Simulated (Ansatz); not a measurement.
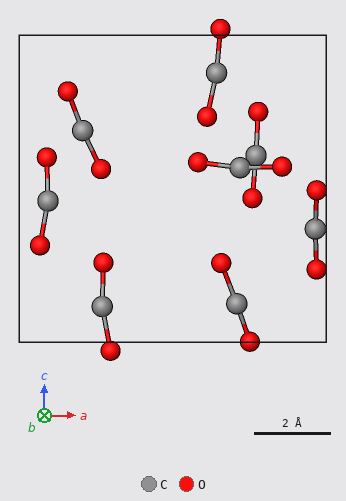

Starting frame of a dynamics run of a periodic cell with 8 CO2 at 1.107 g/cm³. It starts from the last geometry of an earlier run, with fresh velocities. Style: ball-and-stick. Shown: the simulation cell, along the b axis.

Method: DFT LDA, scalar-relativistic, plane waves, PAW in Ansatz.

The input:
```yaml
crystal:
  lattice:
    - [8.08248, 0.0, 0.0]
    - [0.0, 8.08248, 0.0]
    - [0.0, 0.0, 8.08248]
  atoms:
    - { symbol: C, position: [0.76729456, 0.7550644, 0.60424179] }
    - { symbol: O, position: [0.77464808, 0.78325045, 0.7464513] }
    - { symbol: O, position: [0.75575451, 0.72370129, 0.46522845] }
    - { symbol: C, position: [0.26660268, 0.91726546, 0.11226282] }
    - { symbol: O, position: [0.2704004, 0.92816638, 0.25513944] }
    - { symbol: O, position: [0.29361881, 0.92810866, -0.03173437] }
    - { symbol: C, position: [0.63897577, 0.12466187, 0.87313106] }
    - { symbol: O, position: [0.65152031, 0.10431402, 1.01650765] }
    - { symbol: O, position: [0.60809494, 0.13066054, 0.7305366] }
    - { symbol: C, position: [0.71573423, 0.39213948, 0.5644917] }
    - { symbol: O, position: [0.8522581, 0.33991348, 0.56791089] }
    - { symbol: O, position: [0.57889193, 0.43120303, 0.5823347] }
    - { symbol: C, position: [-0.03946023, 0.08456186, 0.3649011] }
    - { symbol: O, position: [-0.03516907, 0.1412018, 0.23306272] }
    - { symbol: O, position: [-0.03471895, 0.01636339, 0.49085126] }
    - { symbol: C, position: [0.08998138, 0.63013853, 0.45614804] }
    - { symbol: O, position: [0.08612121, 0.65307478, 0.59795415] }
    - { symbol: O, position: [0.06403349, 0.6384376, 0.31145961] }
    - { symbol: C, position: [0.70498868, 0.42293572, 0.12130838] }
    - { symbol: O, position: [0.74773093, 0.47778274, -0.00229057] }
    - { symbol: O, position: [0.65422327, 0.38066823, 0.25386993] }
    - { symbol: C, position: [0.2028899, 0.27024875, 0.68538361] }
    - { symbol: O, position: [0.15447416, 0.22580855, 0.81305343] }
    - { symbol: O, position: [0.26289014, 0.30972755, 0.55986303] }
basis:
  ecutwfc: 420.0
kpoints:
  mp_grid: { grid: [1, 1, 1] }
hamiltonian:
  xc: lda
scf:
  occupations: { method: fermi_dirac, width: 0.05 }
  lower_state_search: "off"
md:
  timestep: 1
  n_steps: 400
  ensemble: nvt_langevin
  temperature: 500.0
  initial_velocities: maxwell_boltzmann
  seed: 653407
  friction: 0.01
```

Command:
```bash
ansatz run input.yaml --threads 1 --pin off --max-ram 3072MiB --backend cpu --events-out ev --progress --plain --runs-dir out
```

**What does the trajectory do?**

Over the second half the temperature averages 444 K (spread ±48 K). The potential energy in the second half lies on average 10.9 meV per atom above the first frame. In the second half of the run the atoms are, in the root-mean-square, this far from where they began (common drift taken out): O 0.97 Å, C 0.75 Å. The heavy atoms stay within a fraction of a molecule's size of their starting places; so short a run doesn't tell a liquid from a solid.

Along the run (each row but the first and the last is the mean over the interval that it begins):

| time (fs) | potential energy (meV/atom) | T (K) |
| --- | --- | --- |
| 0.0 | 0.0 | 479 |
| 66.0 | 8.6 | 478 |
| 132.0 | 11.0 | 514 |
| 198.0 | 16.0 | 443 |
| 264.0 | 8.6 | 423 |
| 330.0 | 7.9 | 468 |
| 396.0 | 13.4 | 442 |

The paths of the atoms:

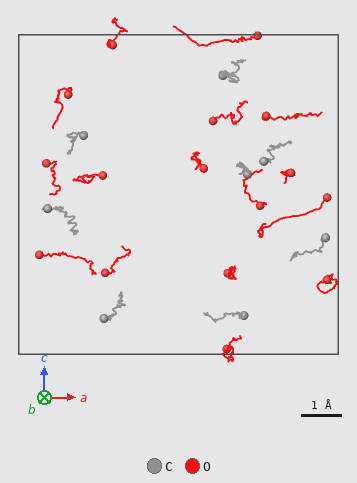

Limits of the set-up: the periodic images lie only 8.1 Å apart, so the values are limited by the cell's size.

The run took 17 min on 1 thread of Arm Neoverse V1, on a shared host, peak memory 0.49 GiB.
